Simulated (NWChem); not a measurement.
# CHNO: single-point calculation (part 2 of 2)

Continued. System: CHNO. Method: MP2/cc-pVDZ, RHF (NWChem 7.3.0). 

Geometry of the input (Å):
```
N  3.9795  1.4911  -3.4860
C  2.9367  1.9278  -3.0596
O  1.8818  2.2187  -2.6727
H  4.8340  2.0108  -3.5767
```

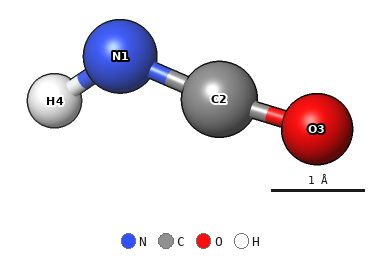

**Figure 1.** The input geometry (ball-and-stick view, seen at a tilt; atoms are numbered from 1 in the order of the input).

### The program's output, continued
```
    3 O                |   9 bqH              |  11 bqH              |   100.29
    9 bqH              |   6 bqO              |   5 bqSi             |   109.32
    9 bqH              |   7 bqSi             |   5 bqSi             |    90.99
    9 bqH              |   8 bqH              |   5 bqSi             |   100.59
    5 bqSi             |   9 bqH              |  10 bqH              |    83.53
    5 bqSi             |   9 bqH              |  11 bqH              |    83.76
    9 bqH              |   7 bqSi             |   6 bqO              |   109.82
    9 bqH              |   6 bqO              |   8 bqH              |    69.64
    9 bqH              |  10 bqH              |   6 bqO              |    62.06
    9 bqH              |  11 bqH              |   6 bqO              |    62.06
    7 bqSi             |   9 bqH              |   8 bqH              |    89.68
    9 bqH              |   7 bqSi             |  10 bqH              |   110.10
    9 bqH              |   7 bqSi             |  11 bqH              |   110.11
    8 bqH              |   9 bqH              |  10 bqH              |   105.75
    8 bqH              |   9 bqH              |  11 bqH              |   106.39
    9 bqH              |  10 bqH              |  11 bqH              |    60.11
   10 bqH              |   6 bqO              |   5 bqSi             |   145.70
   10 bqH              |   7 bqSi             |   5 bqSi             |   116.86
   10 bqH              |   5 bqSi             |   8 bqH              |    86.53
   10 bqH              |   9 bqH              |   5 bqSi             |    83.53
    5 bqSi             |  10 bqH              |  11 bqH              |    72.63
   10 bqH              |   7 bqSi             |   6 bqO              |   108.54
   10 bqH              |   6 bqO              |   8 bqH              |   116.64
    6 bqO              |  10 bqH              |   9 bqH              |    62.06
   10 bqH              |  11 bqH              |   6 bqO              |    61.56
   10 bqH              |   7 bqSi             |   8 bqH              |   124.06
   10 bqH              |   7 bqSi             |   9 bqH              |   110.10
   10 bqH              |   7 bqSi             |  11 bqH              |   109.72
   10 bqH              |   9 bqH              |   8 bqH              |   105.75
    8 bqH              |  10 bqH              |  11 bqH              |    73.71
    9 bqH              |  10 bqH              |  11 bqH              |    60.11
   11 bqH              |   6 bqO              |   5 bqSi             |   146.58
   11 bqH              |   7 bqSi             |   5 bqSi             |   117.34
   11 bqH              |   5 bqSi             |   8 bqH              |    86.91
   11 bqH              |   9 bqH              |   5 bqSi             |    83.76
   11 bqH              |  10 bqH              |   5 bqSi             |    72.63
   11 bqH              |   7 bqSi             |   6 bqO              |   108.51
   11 bqH              |   6 bqO              |   8 bqH              |   117.44
    6 bqO              |  11 bqH              |   9 bqH              |    62.06
    6 bqO              |  11 bqH              |  10 bqH              |    61.56
   11 bqH              |   7 bqSi             |   8 bqH              |   125.16
   11 bqH              |   7 bqSi             |   9 bqH              |   110.11
   11 bqH              |   7 bqSi             |  10 bqH              |   109.72
   11 bqH              |   9 bqH              |   8 bqH              |   106.39
   11 bqH              |  10 bqH              |   8 bqH              |    73.71
   11 bqH              |  10 bqH              |   9 bqH              |    60.11
 ------------------------------------------------------------------------------
                            number of included internuclear angles:        114
 ==============================================================================

                      Basis "ao basis" -> "" (spherical)
                      -----
  [basis functions not shown]

 Summary of "ao basis" -> "" (spherical)
 ------------------------------------------------------------------------------
       Tag                 Description            Shells   Functions and Types
 ---------------- ------------------------------  ------  ---------------------
 N                          cc-pVDZ                  6       14   3s2p1d
 C                          cc-pVDZ                  6       14   3s2p1d
 O                          cc-pVDZ                  6       14   3s2p1d
 H                          cc-pVDZ                  3        5   2s1p
 bqSi                       cc-pVDZ                  8       18   4s3p1d
 bqO                        cc-pVDZ                  6       14   3s2p1d
 bqH                        cc-pVDZ                  3        5   2s1p

                                 NWChem SCF Module
                                 -----------------

                                    CHNO energy

  ao basis        = "ao basis"
  functions       =   117
  atoms           =    11
  closed shells   =    11
  open shells     =     0
  charge          =   0.00
  wavefunction    = RHF
  input vectors   = atomic
  output vectors  = ./chno.movecs
  use symmetry    = F
  symmetry adapt  = F

 Summary of "ao basis" -> "ao basis" (spherical)
 ------------------------------------------------------------------------------
       Tag                 Description            Shells   Functions and Types
 ---------------- ------------------------------  ------  ---------------------
 N                          cc-pVDZ                  6       14   3s2p1d
 C                          cc-pVDZ                  6       14   3s2p1d
 O                          cc-pVDZ                  6       14   3s2p1d
 H                          cc-pVDZ                  3        5   2s1p
 bqSi                       cc-pVDZ                  8       18   4s3p1d
 bqO                        cc-pVDZ                  6       14   3s2p1d
 bqH                        cc-pVDZ                  3        5   2s1p

 Forming initial guess at       0.1s

      Superposition of Atomic Density Guess
      -------------------------------------

 Sum of atomic energies:        -167.22911935

      Non-variational initial energy
      ------------------------------

 Total energy =    -168.525072
 1-e energy   =    -345.118908
 2-e energy   =     117.113124
 HOMO         =      -0.372787
 LUMO         =       0.072576

 Starting SCF solution at       0.4s

 ----------------------------------------------
         Quadratically convergent ROHF

 Convergence threshold     :          1.000E-08
 Maximum no. of iterations :           80
 Final Fock-matrix accuracy:          1.000E-10
 ----------------------------------------------

              iter       energy          gnorm     gmax       time
             ----- ------------------- --------- --------- --------
                 1     -167.7158528345  1.10D+00  2.67D-01      2.8
                 2     -167.7743190900  2.52D-01  5.82D-02      7.7
                 3     -167.7798120399  2.35D-02  7.91D-03     12.7
                 4     -167.7799172595  2.67D-04  5.98D-05     21.6
                 5     -167.7799172686  7.05D-08  2.98D-08     38.1
                 6     -167.7799172686  8.69D-10  3.45D-10     46.5

       Final RHF  results
       ------------------

         Total SCF energy =   -167.779917268602
      One-electron energy =   -346.257354561080
      Two-electron energy =    118.996725601090
 Nuclear repulsion energy =     59.480711691388

        Time for solution =     46.1s

             Final eigenvalues
             -----------------

              1
    1  -20.6230
    2  -15.5923
    3  -11.4197
    4   -1.4780
    5   -1.2616
    6   -0.8097
    7   -0.7270
    8   -0.6536
    9   -0.6429
   10   -0.4781
   11   -0.4459
   12    0.0961
   13    0.1386
   14    0.1635
   15    0.1859
   16    0.1870
   17    0.2032
   18    0.2194
   19    0.2363
   20    0.2447
   21    0.2506

 center of mass
 --------------
 x =   5.53377188 y =   3.58242979 z =  -5.79514902

 moments of inertia (a.u.)
 ------------------
          32.833167471779          39.773778663585          49.087420192998
          39.773778663585         149.483091581383         -15.550411102106
          49.087420192998         -15.550411102106         145.123445826722

  Mulliken analysis of the total density
  --------------------------------------

    Atom       Charge   Shell Charges
 -----------   ------   -------------------------------------------------------
    1 N    7     7.35   2.00  0.74  0.69  2.38  1.51  0.04
    2 C    6     5.56   2.00  0.73  0.23  1.83  0.51  0.25
    3 O    8     8.26   2.00  0.85  0.89  2.79  1.70  0.03
    4 H    1     0.82   0.68  0.08  0.06
    5 X    0     0.00  -0.00 -0.00 -0.00  0.00  0.00  0.00  0.00 -0.00
    6 X    0    -0.00  -0.00 -0.00  0.00 -0.00 -0.00 -0.00
    7 X    0     0.00  -0.00 -0.00 -0.00  0.00 -0.00 -0.00  0.00  0.00
    8 X    0    -0.00   0.00 -0.00 -0.00
    9 X    0     0.01  -0.00  0.01  0.00
   10 X    0    -0.00   0.00 -0.00 -0.00
   11 X    0    -0.00  -0.00 -0.00 -0.00

       Multipole analysis of the density wrt the origin
       ------------------------------------------------

     L   x y z        total         open         nuclear
     -   - - -        -----         ----         -------
     0   0 0 0     -0.000000      0.000000     22.000000

     1   1 0 0      0.844537      0.000000    123.521372
     1   0 1 0      0.398754      0.000000     78.924085
     1   0 0 1     -0.138665      0.000000   -127.968313

     2   2 0 0     -1.888456      0.000000    765.260863
     2   1 1 0      7.206202      0.000000    423.619782
     2   1 0 1     -5.296423      0.000000   -744.720400
     2   0 2 0     -9.775704      0.000000    290.278214
     2   0 1 1     -3.489417      0.000000   -451.407179
     2   0 0 2    -10.949249      0.000000    754.107847

                   NWChem MP2 Semi-direct Energy/Gradient Module
                   ---------------------------------------------

                                    CHNO energy

  Basis functions       =    117
  Molecular orbitals    =    117
  Frozen core           =      3
  Frozen virtuals       =      0
  Active alpha occupied =      8
  Active beta occupied  =      8
  Active alpha virtual  =    106
  Active beta virtual   =    106
  Use MO symmetry       = F
  Use skeleton AO sym   = F

  AO/Fock/Back tols     =   1.0D-11  1.0D-11  1.0D-11

 GA uses MA = F    GA memory limited = T

 Available:
  local mem=  1.26D+08
 global mem=  1.44D+08
 local disk=  0.00D+00
   1 passes of   8:        3145728                      49549                  17319794.
   1 passes of   8: M    126150489           G      144151822           F     123004761.

 Semi-direct pass number   1 of   1  for RHF alpha+beta  at       46.6s
 Done moints_semi at       54.8s
 Done maket at       54.9s
 Done multipass loop at       54.9s

          -------------------------------------------
          SCF energy                -167.779917268602
          Correlation energy          -0.465193202706
          Singlet pairs               -0.273582575383
          Triplet pairs               -0.191610627323
          Total MP2 energy          -168.245110471308
          -------------------------------------------

          ---------------------------------------------------
                    Spin Component Scaled (SCS) MP2
          Same spin pairs                     -0.127740418215
          Same spin scaling factor             0.333333333333
          Opposite spin pairs                 -0.337452784491
          Opposite spin scaling fact.          1.200000000000
          SCS-MP2 correlation energy          -0.447523480794
          Total SCS-MP2 energy              -168.227440749396
          ---------------------------------------------------

 -----------------------
 Task  times  cpu:       54.9s     wall:       54.9s
 Total times  cpu:       54.9s     wall:       54.9s
```

### Results in brief

| quantity | value |
| --- | --- |
| outcome | converged |
| total energy | −168.245110 hartree |
| SCF energy | −167.779917 hartree |
| correlation energy | −0.465193 hartree |
| basis functions | 117 |
| wall time | 56 s |
| peak memory | 0.3 GiB |
